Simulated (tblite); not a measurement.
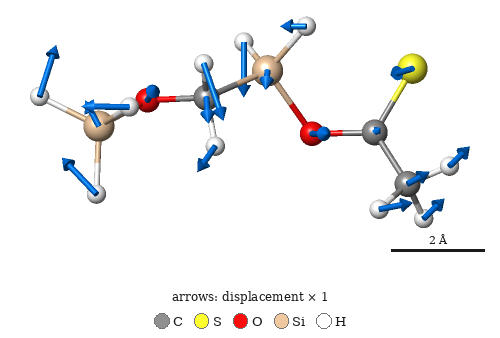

This is a relaxation of C₃H₁₀O₂SSi₂. The starting structure is drawn; blue arrows show the displacements, at their true length. The two geometries are superimposed by the best rigid fit.

Style: ball-and-stick. Shown at a tilt.

Method: tblite 0.8.0, GFN2-xTB geometry optimisation, gas phase. 

What happened in the run?

Answer. An H atom moves most after the best rigid fit: 1.43 Å. Largest moves by element: H 1.43 Å, O 1.06 Å, S 0.85 Å, C 0.67 Å, Si 0.64 Å. Some distances before and after: O–Si 1.744 → 1.621 Å, O–Si 1.746 → 1.662 Å, C–O 1.390 → 1.316 Å, S–Si 3.196 → 3.130 Å. Among the angles between lasting bonds that change: C–O–Si 106.0° → 128.8°, O–Si–H 110.7° → 98.9°, Si–C–O 115.0° → 103.6°. Groups turn about C–Si by about 75°, O–Si by about 60°, C–O by about 50°. The energy falls by 128.2 kJ/mol in 163 geometry steps.
